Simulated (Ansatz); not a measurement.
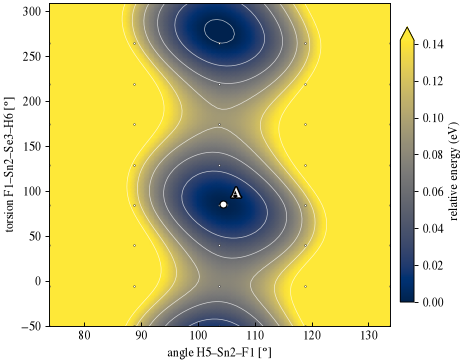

FH3SeSn, SMILES [F][SnH2][SeH]. Two internal coordinates are moved rigidly from the geometry relaxed at PBE0-D4/def2-TZVP, all others fixed. Coordinates scanned: (1) angle H5–Sn2–F1; (2) torsion F1–Sn2–Se3–H6. Grid: 5 × 8 points. Points are written as (first, second). Energies: eV, counted from the lowest grid point. These are results of Ansatz, RKS r2SCAN-D4/def2-TZVPP, not measurements.

Drawn: a smooth colour map with a few white contour lines, dots at the grid points, one colour for all values above the top of the scale, the well A. Between grid points the surface is interpolated.

**Estimate the position of the minimum and the force constants in these coordinates. Take the well at A.**

The interpolated minimum is at angle H5–Sn2–F1 ≈ 104.4°, torsion F1–Sn2–Se3–H6 ≈ 85°. The curvatures there are about 3.4 eV/rad² and 0.19 eV/rad², with a cross term of about 0.22 eV/rad². Round the minimum the valley is somewhat tilted: raising angle H5–Sn2–F1 shifts the best value of torsion F1–Sn2–Se3–H6 downwards (coupling k₁₂/√(k₁₁k₂₂) about 0.3).
